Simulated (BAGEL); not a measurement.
**PBE0/6-31G(d) (density fitting with qzvpp-jkfit, spherical functions) run of AlH3S2O (SMILES [OH][Al]([SH])[SH])**

Aim: the energy change on altering one bond length of AlH3S2O at PBE0/6-31G* (density fitting with qzvpp-jkfit, spherical functions), from 2 runs. 

The results are computed with BAGEL 1.2.2.

## (1) The molecule

AlH3S2O has 7 atoms, charge 0, and is taken as a singlet. As SMILES, `[OH][Al]([SH])[SH]`. The coordinates come from a PBE0-D4/def2-TZVP relaxation. This is one conformer, not always the lowest.

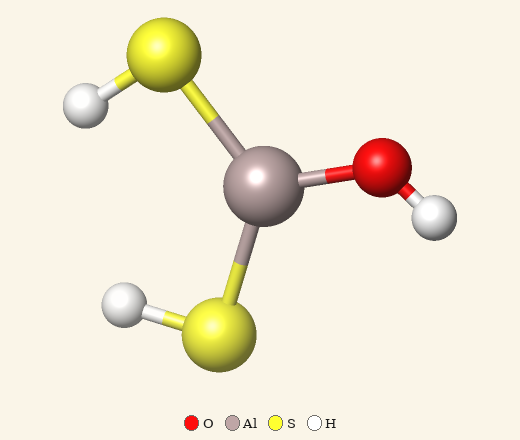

Viewed from a chosen angle; oxygen red, aluminium light grey, sulfur yellow, hydrogen white.

## (2) The energy at PBE0/6-31G(d) (density fitting with qzvpp-jkfit, spherical functions)

File dft.json:

```json
{ "bagel" : [

{
  "title" : "molecule",
  "basis" : "6-31gs.json",
  "df_basis" : "qzvpp-jkfit",
  "angstrom" : true,
  "geometry" : [
    { "atom" : "O", "xyz" : [      -1.985100,       0.181200,       0.466200 ] },
    { "atom" : "Al", "xyz" : [      -0.338900,       0.027200,       0.141900 ] },
    { "atom" : "S", "xyz" : [       0.965600,       0.014800,       1.879700 ] },
    { "atom" : "S", "xyz" : [       0.363100,      -0.144100,      -1.916700 ] },
    { "atom" : "H", "xyz" : [      -2.678100,       0.202700,      -0.190400 ] },
    { "atom" : "H", "xyz" : [       2.078300,      -0.118200,       1.138300 ] },
    { "atom" : "H", "xyz" : [       1.656500,      -0.231700,      -1.564700 ] }
  ]
},

{
  "title" : "ks",
  "xc_func" : "pbe0"
},

{
  "title" : "print",
  "file" : "orbitals.molden",
  "orbitals" : true
}

]}
```

The basis set 6-31G* is read from a file made from the Basis Set Exchange's data (not shown).

Run with:

```bash
$ BAGEL_NUM_THREADS=1 BAGEL dft.json > dft.out
```

The program printed:

```text
* using 1 threads per process

  ===============================================================
  ===============================================================

  *** Geometry ***

  { "atom" : "O", "xyz" : [     -3.751295,      0.342418,      0.880990 ] },
  { "atom" : "Al", "xyz" : [     -0.640428,      0.051401,      0.268152 ] },
  { "atom" : "S", "xyz" : [      1.824720,      0.027968,      3.552118 ] },
  { "atom" : "S", "xyz" : [      0.686160,     -0.272310,     -3.622038 ] },
  { "atom" : "H", "xyz" : [     -5.060876,      0.383047,     -0.359804 ] },
  { "atom" : "H", "xyz" : [      3.927418,     -0.223366,      2.151075 ] },
  { "atom" : "H", "xyz" : [      3.130331,     -0.437850,     -2.956854 ] },

  Number of auxiliary basis functions:      515

  Since a DF basis is specified, we compute 2- and 3-index integrals:
    o Being stored without compression. Storage requirement is 0.023 GB

  Number of basis functions:       74
  Number of electrons      :       56

    * METHOD: MOLECULE                             0.28

  *** Kohn-Sham DFT ***

    * Removing 12117 points whose weight is below 1.00e-10
    * Grid points: 92225

  === Nuclear Repulsion ===
   246.6829191007

       - DIIS with orbital gradients will be used.

  === KS iteration (pbe0 / 6-31gs.json) ===
      0      -1098.10856949          0.12807971           0.32
      1      -1103.23097968          0.08745365           0.31
      2      -1095.57370432          0.12815997           0.31
      3      -1113.16693579          0.06391396           0.31
      4      -1114.85690474          0.03549040           0.31
      5      -1115.41009745          0.00583284           0.31
      6      -1115.43129428          0.00406816           0.31
      7      -1115.44251154          0.00068080           0.31
      8      -1115.44283500          0.00019548           0.31
      9      -1115.44285676          0.00007100           0.31
     10      -1115.44285948          0.00000577           0.31
     11      -1115.44285950          0.00000151           0.31
     12      -1115.44285950          0.00000044           0.31
     13      -1115.44285950          0.00000019           0.31
     14      -1115.44285950          0.00000005           0.31
     15      -1115.44285950          0.00000001           0.31
     16      -1115.44285950          0.00000001           0.31
    * SCF iteration converged.

    * Permanent dipole moment:
           (   -0.174088,     0.043864,     0.539791) a.u.

    * METHOD: KS                                   5.68

    * METHOD: PRINT                                0.01

  ===============================================================
```

Run time: 6.3 s. Hardware: 1 thread of Arm Neoverse V1, shared host; peak memory 0.37 GiB.

## (3) The distorted shape at the same level

File input.json:

```json
{ "bagel" : [

{
  "title" : "molecule",
  "basis" : "6-31gs.json",
  "df_basis" : "qzvpp-jkfit",
  "angstrom" : true,
  "geometry" : [
    { "atom" : "O", "xyz" : [      -2.179112,       0.194340,       0.413399 ] },
    { "atom" : "Al", "xyz" : [      -0.532912,       0.040340,       0.089099 ] },
    { "atom" : "S", "xyz" : [       0.771588,       0.027940,       1.826899 ] },
    { "atom" : "S", "xyz" : [       0.169088,      -0.130960,      -1.969501 ] },
    { "atom" : "H", "xyz" : [      -2.872112,       0.215840,      -0.243201 ] },
    { "atom" : "H", "xyz" : [       1.884288,      -0.105060,       1.085499 ] },
    { "atom" : "H", "xyz" : [       1.656500,      -0.231700,      -1.564700 ] }
  ]
},

{
  "title" : "ks",
  "xc_func" : "pbe0"
},

{
  "title" : "print",
  "file" : "orbitals.molden",
  "orbitals" : true
}

]}
```

The basis set 6-31G* is read from a file made from the Basis Set Exchange's data (not shown).

Run with:

```bash
$ BAGEL_NUM_THREADS=1 BAGEL input.json > input.out
```

The program printed:

```text
* using 1 threads per process

  ===============================================================
  ===============================================================

  *** Geometry ***

  { "atom" : "O", "xyz" : [     -4.117925,      0.367249,      0.781211 ] },
  { "atom" : "Al", "xyz" : [     -1.007058,      0.076232,      0.168373 ] },
  { "atom" : "S", "xyz" : [      1.458090,      0.052799,      3.452339 ] },
  { "atom" : "S", "xyz" : [      0.319530,     -0.247479,     -3.721817 ] },
  { "atom" : "H", "xyz" : [     -5.427505,      0.407878,     -0.459583 ] },
  { "atom" : "H", "xyz" : [      3.560788,     -0.198535,      2.051296 ] },
  { "atom" : "H", "xyz" : [      3.130331,     -0.437850,     -2.956854 ] },

  Number of auxiliary basis functions:      515

  Since a DF basis is specified, we compute 2- and 3-index integrals:
    o Being stored without compression. Storage requirement is 0.023 GB

  Number of basis functions:       74
  Number of electrons      :       56

    * METHOD: MOLECULE                             0.28

  *** Kohn-Sham DFT ***

    * Removing 11966 points whose weight is below 1.00e-10
    * Grid points: 92376

  === Nuclear Repulsion ===
   245.7202038728

       - DIIS with orbital gradients will be used.

  === KS iteration (pbe0 / 6-31gs.json) ===
      0      -1098.00073827          0.12784005           0.33
      1      -1103.37242313          0.08821366           0.31
      2      -1095.26254828          0.12417280           0.32
      3      -1112.94429303          0.06602565           0.32
      4      -1115.08116483          0.02579375           0.32
      5      -1115.40721727          0.00476732           0.32
      6      -1115.42178242          0.00349888           0.33
      7      -1115.42891168          0.00068884           0.33
      8      -1115.42926982          0.00015029           0.33
      9      -1115.42928276          0.00007535           0.32
     10      -1115.42928554          0.00000876           0.33
     11      -1115.42928557          0.00000261           0.33
     12      -1115.42928558          0.00000091           0.33
     13      -1115.42928558          0.00000022           0.33
     14      -1115.42928558          0.00000009           0.33
     15      -1115.42928558          0.00000003           0.32
     16      -1115.42928558          0.00000001           0.32
     17      -1115.42928558          0.00000000           0.33
    * SCF iteration converged.

    * Permanent dipole moment:
           (   -0.137087,     0.041328,     0.549260) a.u.

    * METHOD: KS                                   6.29

    * METHOD: PRINT                                0.01

  ===============================================================
```

Wall time 6.9 s (1 thread of Arm Neoverse V1, shared host); peak memory 0.37 GiB.

## (4) Results

Level: PBE0/6-31G* (density fitting with qzvpp-jkfit, spherical functions).

```
                                                         quantity           value
                                        first shape: total energy  -1115.44286 Eh
                                       first shape: dipole moment          1.45 D
                                         first shape: HOMO energy        -7.67 eV
                                         first shape: LUMO energy        -0.56 eV
                                       first shape: HOMO–LUMO gap         7.10 eV
                                    distorted shape: total energy  -1115.42929 Eh
                                   distorted shape: dipole moment          1.44 D
                                     distorted shape: HOMO energy        -7.66 eV
                                     distorted shape: LUMO energy        -1.05 eV
                                   distorted shape: HOMO–LUMO gap         6.61 eV
energy change with the S4–H7 bond stretched from 1.343 to 1.545 Å        0.369 eV
```

**Reading.** With the S4–H7 bond stretched from 1.343 to 1.545 Å the energy rises by 0.37 eV (35.6 kJ/mol). The first shape isn't relaxed at this level, so the change isn't measured from a minimum.
